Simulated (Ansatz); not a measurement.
```xyz
11

C    -1.5273    0.8209   -0.0799
Si    0.2564   -1.1311   -0.9057
N     1.4418   -0.2925    0.4478
H    -2.4937    1.0158   -0.5431
H    -1.0730    1.7420    0.2822
H    -1.6497    0.0893    0.7150
H    -0.4354   -1.8689    0.2173
H    -0.8985    0.4733   -0.9467
H     2.0815   -1.0030    0.8112
H     0.9479    0.0858    1.2559
H     2.0205    0.4498    0.0560
```

Geometry: PBE0-D4/def2-TZVP; at this geometry the atoms fall into two loosely joined parts.

Theory: RKS PBE0-D4/def2-TZVPP in Ansatz.

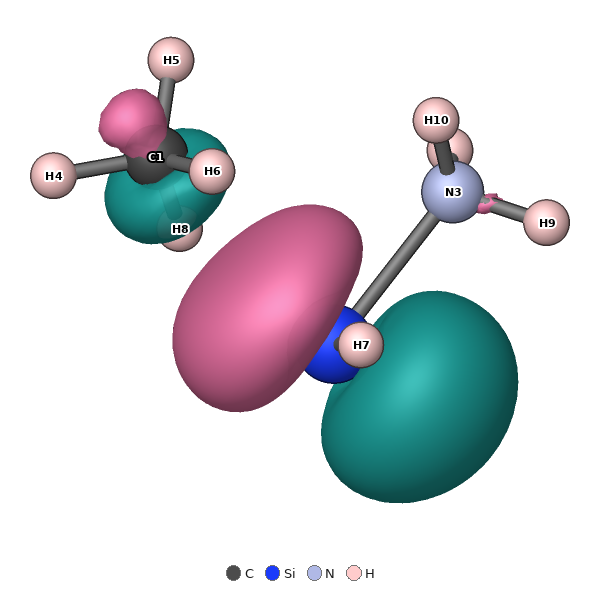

CH8NSi (charge +1). The LUMO at ±0.15 Å⁻³ᐟ² (teal and pink are the two phases), seen at a tilt.

Question: Where does this orbital lie, and at what energy?

Answer: By Hirshfeld shares it lies mainly on Si2 (about 70 %) and C1 (about 10 %). Its energy is −7.13 eV.
